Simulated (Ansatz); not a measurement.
## Nudged elastic band, with input and output: Zn12H2O (part 3 of 3)

Continued. System: Zn12H2O (slab, 15 atoms in the cell). Method: DFT PBE-D3(BJ), scalar-relativistic, plane waves, PAW, no spin polarisation (Ansatz 0.2.0); cutoff 420 eV, 5×5×1 k-mesh, Gaussian smearing of 0.05 eV. The input holds or restrains some coordinates. It belongs to a series of runs on one base structure; here: band between the two ends.

Geometry of the input (Å; fractional positions):
```
5.3200  0.0000  0.0000
2.6600  4.6073  0.0000
0.0000  0.0000  17.9370
Zn 0.0000  0.0000  0.0558
Zn 0.5000  0.0000  0.0558
Zn -0.0000  0.5000  0.0558
Zn 0.5000  0.5000  0.0558
Zn -0.1678  0.3339  0.1872
Zn 0.3335  0.3338  0.1870
Zn -0.1668  0.8335  0.1861
Zn 0.3340  0.8321  0.1874
Zn -0.0003  0.0003  0.3157
Zn 0.5000  0.0003  0.3155
Zn 0.0002  0.5002  0.3156
Zn 0.4998  0.4976  0.3262
O  0.5014  0.5494  0.4710
H  0.6871  0.5440  0.4714
H  0.3603  0.7559  0.4674
```

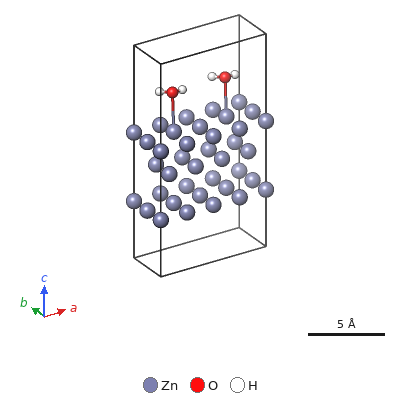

**Figure 1.** The starting structure (ball-and-stick view of the 2 × 1 repeat of the cell, with the vacuum cut short, seen slightly off an axis).

## Output, continued
```
  k-point 2: bands = ["-17.8486", "-7.0876", "-6.4624", "-5.8761", "-5.6406", "-5.6086", "-5.5816", "-5.5732", "-5.5350", "-5.5285", "-5.4986", "-5.4971", "-5.4558", "-5.4327", "-5.3628", "-5.2907", "-5.2432", "-5.2367", "-5.2241", "-5.2051", "-5.1950", "-5.1889", "-5.1569", "-5.1553", "-5.1325", "-5.0327", "-4.9904", "-4.9683", "-4.9556", "-4.9347", "-4.9118", "-4.9002", "-4.8670", "-4.8632", "-4.8527", "-4.8257", "-4.8170", "-4.7500", "-4.7493", "-4.7307", "-4.6949", "-4.6946", "-4.6767", "-4.6742", "-4.6541", "-4.6502", "-4.6264", "-4.6214", "-4.6146", "-4.5890", "-4.5565", "-4.5442", "-4.5205", "-4.4877", "-4.4615", "-4.4376", "-4.4277", "-4.4234", "-4.3890", "-4.3561", "-4.3401", "-4.3187", "-4.3117", "-4.1545", "-3.7036", "-2.8909", "-2.0396", "-1.8692", "-1.2707", "-1.0967", "-0.8239", "0.0356", "0.5348", "0.6860", "1.9125", "2.5287", "3.0151", "3.8597", "4.6289", "4.8363", "5.0142", "5.8549", "6.2588", "6.2796", "6.6416", "7.0954", "7.1310", "7.4008", "7.4911", "7.5322", "7.6686", "7.9888"]
  k-point 12: bands = ["-17.8482", "-6.9781", "-6.0218", "-5.8860", "-5.5630", "-5.5286", "-5.5067", "-5.4907", "-5.4630", "-5.4536", "-5.4439", "-5.4103", "-5.3782", "-5.3400", "-5.3211", "-5.2930", "-5.2799", "-5.2543", "-5.2332", "-5.2143", "-5.1862", "-5.1615", "-5.1527", "-5.1420", "-5.1023", "-5.0875", "-5.0566", "-5.0453", "-4.9980", "-4.9751", "-4.9643", "-4.9405", "-4.9261", "-4.9165", "-4.9011", "-4.8945", "-4.8771", "-4.8391", "-4.8038", "-4.7890", "-4.7745", "-4.7478", "-4.7303", "-4.7133", "-4.6864", "-4.6608", "-4.6386", "-4.6201", "-4.6050", "-4.5684", "-4.5336", "-4.5182", "-4.5012", "-4.4939", "-4.4746", "-4.4513", "-4.4392", "-4.4337", "-4.4044", "-4.3967", "-4.3791", "-4.3531", "-4.2957", "-4.1008", "-3.4170", "-3.2560", "-2.9190", "-2.3016", "-1.8333", "-1.3010", "-0.2804", "-0.0101", "1.0762", "1.1927", "2.4081", "2.8058", "3.2759", "3.7529", "4.1295", "4.6486", "5.2665", "5.5239", "5.9010", "6.1224", "6.4334", "7.1655", "7.6287", "7.7643", "7.9435", "8.1795", "8.2780", "8.3804"]
this run last wrote the band of iteration 47 to [file]; this run last wrote the band within `neb.f_tol` of iteration 20 to [file]
--- NEB band (9 images, 47 band iterations, 4245 SCF iterations) ---
  forward barrier  = 1.517595 eV
  backward barrier = 0.658829 eV
  lagrangian_above_aufbau_ev (what the smearing adds, to first order; not taken off the barriers): saddle image -0.005615 eV, end points -0.005962 and -0.002444 eV
  climbing image's point = of a kind that is not told: the force calls were inconclusive, a negative curvature could not be distinguished from the path's own, the only one lies far off the path, or fixed occupations may fill a level only in part (lowest curvatures found: -4.54 and 0.09 eV/Å²)
  energies are F+E_penalty+E_count in eV, relative to image 0
  image     s (Å)  Δ vs image 0  max|band force component| (eV/Å)
      0    0.0000      0.000000                                 —
      1    1.4775      0.000175                          8.881e-3
      2    2.9550      0.034119                          1.741e-2
      3    4.4329      0.026770                          1.820e-2
      4    5.9107      0.036825                          1.811e-3
  *   5    7.3883      1.517595                          7.539e-4
      6   10.7459      0.931570                          1.554e-3
      7   14.1035      1.145365                          4.670e-2
      8   17.4611      0.858766                                 —
  climbing-image geometry (image 5):
  cell:  # Å, volume = 439.6456 Å³
    - [5.32, 0.0, 0.0]
    - [2.66, 4.607255, 0.0]
    - [0.0, 0.0, 17.93696]
  atoms:
    - { symbol: Zn, position: [0.0, 0.0, 0.05575080624999999] }
    - { symbol: Zn, position: [0.5, 0.0, 0.05575080624999999] }
    - { symbol: Zn, position: [-6.2499999620158064e-9, 0.5000000124999999, 0.05575080624999999] }
    - { symbol: Zn, position: [0.49999999375000004, 0.5000000124999999, 0.05575080624999999] }
    - { symbol: Zn, position: [-0.16663105794221297, 0.333236347381902, 0.19216870580980322] }
    - { symbol: Zn, position: [0.3330552927823518, 0.3338650131584217, 0.1814206349268205] }
    - { symbol: Zn, position: [-0.16354117269840762, 0.8315515759870339, 0.18711721918699986] }
    - { symbol: Zn, position: [0.3319592750844552, 0.8315530965490281, 0.18711756642872066] }
    - { symbol: Zn, position: [0.005417904324324508, -0.010876791588641436, 0.3164020836258633] }
    - { symbol: Zn, position: [0.49189551094908857, 0.016170128442724273, 0.3081662632362491] }
    - { symbol: Zn, position: [0.004386559042287075, 0.5094983471433355, 0.32034607459835857] }
    - { symbol: Zn, position: [0.48606967604076773, 0.5094966644241411, 0.3203425806897311] }
    - { symbol: O, position: [0.7511776335079235, 0.49761121151306603, 0.4130856627158615] }
    - { symbol: H, position: [0.9051180507002425, 0.18971435236559422, 0.39786276668161413] }
    - { symbol: H, position: [0.6930412375605279, 0.6139035523268039, 0.4591189221216569] }
```

## The last band as extended XYZ (Å, eV, eV/Å)
```
15
Lattice="5.3200 0.0000 0.0000 2.6600 4.6073 0.0000 0.0000 0.0000 17.9370" Properties=species:S:1:pos:R:3:forces:R:3 image=0 energy=-40430.27682
Zn    0.0000    0.0000    1.0000    0.0169   0.0061   0.0162
Zn    2.6600    0.0000    1.0000   -0.0155   0.0022   0.0201
Zn    1.3300    2.3036    1.0000   -0.0045  -0.0114   0.0183
Zn    3.9900    2.3036    1.0000    0.0025   0.0037  -0.0545
Zn   -0.0044    1.5382    3.3579   -0.0019   0.0017  -0.0027
Zn    2.6620    1.5379    3.3542    0.0020   0.0022  -0.0042
Zn    1.3301    3.8404    3.3386    0.0002  -0.0010  -0.0010
Zn    3.9902    3.8336    3.3608   -0.0005  -0.0031  -0.0024
Zn   -0.0007    0.0013    5.6633    0.0009  -0.0023   0.0047
Zn    2.6607    0.0012    5.6590   -0.0007  -0.0051   0.0041
Zn    1.3317    2.3044    5.6601   -0.0031   0.0028   0.0042
Zn    3.9825    2.2925    5.8517    0.0027   0.0041  -0.0030
O     4.1290    2.5311    8.4482   -0.0048   0.0249  -0.0015
H     5.1027    2.5064    8.4549    0.0020  -0.0004  -0.0011
H     3.9275    3.4828    8.3840    0.0038  -0.0244   0.0027
15
Lattice="5.3200 0.0000 0.0000 2.6600 4.6073 0.0000 0.0000 0.0000 17.9370" Properties=species:S:1:pos:R:3:forces:R:3 image=1 energy=-40430.27664
Zn    0.0000    0.0000    1.0000    0.0149   0.0119   0.0191
Zn    2.6600    0.0000    1.0000   -0.0088   0.0004   0.0171
Zn    1.3300    2.3036    1.0000   -0.0046  -0.0149   0.0215
Zn    3.9900    2.3036    1.0000    0.0068  -0.0008  -0.0552
Zn   -0.0021    1.5382    3.3620    0.0001   0.0000  -0.0001
Zn    2.6667    1.5351    3.3544   -0.0001   0.0001   0.0001
Zn    1.3345    3.8379    3.3400   -0.0001   0.0001  -0.0001
Zn    3.9936    3.8332    3.3580    0.0000   0.0001  -0.0001
Zn    0.0070   -0.0034    5.6635   -0.0002   0.0002   0.0001
Zn    2.6676   -0.0007    5.6653   -0.0001  -0.0001   0.0002
Zn    1.3379    2.3020    5.6608   -0.0004   0.0000   0.0004
Zn    3.9844    2.3025    5.8566    0.0000   0.0002  -0.0021
O     4.3043    2.2702    8.4559    0.0067   0.0021  -0.0003
H     4.9336    1.5299    8.3812   -0.0071  -0.0010   0.0009
H     4.8806    3.0556    8.4554   -0.0069   0.0017  -0.0017
15
Lattice="5.3200 0.0000 0.0000 2.6600 4.6073 0.0000 0.0000 0.0000 17.9370" Properties=species:S:1:pos:R:3:forces:R:3 image=3 energy=-40430.25005
Zn    0.0000    0.0000    1.0000   -0.0013   0.0021   0.0390
Zn    2.6600    0.0000    1.0000    0.0057   0.0004   0.0250
Zn    1.3300    2.3036    1.0000    0.0044  -0.0065  -0.0207
Zn    3.9900    2.3036    1.0000    0.0012  -0.0135   0.0257
Zn    0.0073    1.5317    3.3641   -0.0016  -0.0002  -0.0009
Zn    2.6620    1.5283    3.3665    0.0003   0.0002  -0.0011
Zn    1.3332    3.8301    3.3614   -0.0003   0.0012  -0.0001
Zn    3.9951    3.8308    3.3555   -0.0018   0.0002  -0.0038
Zn    0.0066   -0.0157    5.6756   -0.0026  -0.0011  -0.0044
Zn    2.6671   -0.0134    5.7123   -0.0018   0.0009  -0.0020
Zn    1.3430    2.2939    5.8044   -0.0028  -0.0004   0.0025
Zn    3.9980    2.2908    5.7068   -0.0036   0.0000  -0.0067
O     6.3450    1.7265    8.8174   -0.0060   0.0119  -0.0122
H     5.6438    1.2469    8.3412    0.0045  -0.0044  -0.0151
H     5.8660    2.4301    9.2860    0.0057   0.0091  -0.0251
15
Lattice="5.3200 0.0000 0.0000 2.6600 4.6073 0.0000 0.0000 0.0000 17.9370" Properties=species:S:1:pos:R:3:forces:R:3 image=4 energy=-40430.23999
Zn    0.0000    0.0000    1.0000   -0.0296   0.0206  -0.0239
Zn    2.6600    0.0000    1.0000   -0.0005  -0.0069  -0.0421
Zn    1.3300    2.3036    1.0000   -0.0268  -0.0035  -0.0669
Zn    3.9900    2.3036    1.0000    0.0053  -0.0220  -0.0151
Zn   -0.0124    1.5362    3.3437   -0.0011   0.0001  -0.0099
Zn    2.6359    1.5301    3.3190   -0.0023  -0.0006   0.0063
Zn    1.3084    3.8287    3.3291   -0.0031  -0.0002  -0.0025
Zn    3.9684    3.8346    3.3081   -0.0011   0.0003  -0.0042
Zn   -0.0395   -0.0170    5.5996   -0.0037   0.0026  -0.0076
Zn    2.6205    0.0013    5.6254   -0.0036  -0.0073   0.0097
Zn    1.3018    2.3053    5.7891   -0.0071  -0.0040   0.0028
Zn    3.9404    2.2991    5.5940    0.0001  -0.0044  -0.0138
O     5.9775    2.0847    8.2567    0.0629  -0.0179   0.0817
H     5.4145    1.3429    7.9566    0.0080   0.0444   0.0772
H     5.3525    2.8297    8.3222    0.0026  -0.0012   0.0084
15
Lattice="5.3200 0.0000 0.0000 2.6600 4.6073 0.0000 0.0000 0.0000 17.9370" Properties=species:S:1:pos:R:3:forces:R:3 image=5 energy=-40428.75922
Zn    0.0000    0.0000    1.0000   -0.0001   0.0971  -0.0239
Zn    2.6600    0.0000    1.0000    0.0000  -0.1003   0.0027
Zn    1.3300    2.3036    1.0000   -0.1606   0.0016   0.0106
Zn    3.9900    2.3036    1.0000    0.1606   0.0016   0.0106
Zn   -0.0001    1.5353    3.4469    0.0000  -0.0001   0.0000
Zn    2.6599    1.5382    3.2541    0.0000   0.0000   0.0000
Zn    1.3419    3.8312    3.3563    0.0000   0.0000   0.0000
Zn    3.9780    3.8312    3.3563    0.0000   0.0000  -0.0001
Zn   -0.0001   -0.0501    5.6753    0.0000   0.0000   0.0002
Zn    2.6599    0.0745    5.5276    0.0000   0.0001   0.0002
Zn    1.3786    2.3474    5.7460    0.0001   0.0000   0.0000
Zn    3.9412    2.3474    5.7460    0.0001   0.0000   0.0002
O     5.3199    2.2926    7.4095    0.0001   0.0004  -0.0005
H     5.3199    0.8741    7.1364    0.0000  -0.0008  -0.0003
H     5.3200    2.8284    8.2352    0.0000   0.0003   0.0003
15
Lattice="5.3200 0.0000 0.0000 2.6600 4.6073 0.0000 0.0000 0.0000 17.9370" Properties=species:S:1:pos:R:3:forces:R:3 image=7 energy=-40429.13145
Zn    0.0000    0.0000    1.0000    0.1821  -0.1023   0.0428
Zn    2.6600    0.0000    1.0000   -0.1726   0.0742   0.0240
Zn    1.3300    2.3036    1.0000    0.1497  -0.0879  -0.0799
Zn    3.9900    2.3036    1.0000   -0.1482   0.1118   0.0232
Zn    0.0089    1.5606    3.2956    0.0011   0.0004  -0.0020
Zn    2.6395    1.5493    3.3919    0.0009  -0.0008  -0.0014
Zn    1.3141    3.8215    3.2947    0.0004  -0.0021  -0.0012
Zn    3.9389    3.8699    3.4683    0.0001  -0.0001   0.0056
Zn   -1.2764    0.7385    5.4624    0.0030  -0.0016   0.0017
Zn    1.2829    0.8409    5.8438   -0.0004   0.0102   0.0005
Zn   -0.0003    3.0739    5.6469   -0.0239   0.0127   0.0321
Zn    2.5735    3.0794    5.8528   -0.0146  -0.0082  -0.0062
O     4.0548    3.8013    7.1759   -0.0127   0.0145  -0.0321
H     1.9685    1.9325    6.9842   -0.0196   0.0114  -0.0113
H     4.0366    3.8132    8.1517    0.0546  -0.0324   0.0040
15
Lattice="5.3200 0.0000 0.0000 2.6600 4.6073 0.0000 0.0000 0.0000 17.9370" Properties=species:S:1:pos:R:3:forces:R:3 image=8 energy=-40429.41805
Zn    0.0000    0.0000    1.0000    0.1761  -0.1062   0.0834
Zn    2.6600    0.0000    1.0000   -0.1712   0.0957  -0.0087
Zn    1.3300    2.3036    1.0000    0.1654  -0.0918  -0.0403
Zn    3.9900    2.3036    1.0000   -0.1734   0.1026  -0.0224
Zn   -0.0155    1.5502    3.2989   -0.0077  -0.0016  -0.0020
Zn    2.6777    1.5243    3.3728    0.0109  -0.0069  -0.0199
Zn    1.3103    3.8430    3.3045   -0.0007   0.0087  -0.0013
Zn    4.0083    3.8259    3.5135    0.0033  -0.0019  -0.0068
Zn   -0.0719    0.0398    5.5158   -0.0044   0.0023   0.0042
Zn    2.7131   -0.0405    6.0522   -0.0053   0.0084   0.0111
Zn    1.3168    2.3134    5.5525    0.0119  -0.0076   0.0032
Zn    4.0720    2.2477    6.1241   -0.0067   0.0072   0.0059
O     4.6453    3.4839    7.6267   -0.0260   0.0132   0.0050
H     2.4973    1.6360    6.7318    0.0050  -0.0103   0.0018
H     3.8934    3.9168    8.0738    0.0227  -0.0118  -0.0133
```

## Results in brief

```json
{"quantity": "outcome", "value": "converged under the restraints of the input"}
{"quantity": "barrier, forward", "value": "1.105 eV"}
{"quantity": "barrier, backward", "value": "0.246 eV"}
{"quantity": "electrons treated", "value": "152"}
{"quantity": "wall time", "value": "39 min (CPU time 2.1 h)"}
{"quantity": "peak memory", "value": "4.1 GiB"}
```
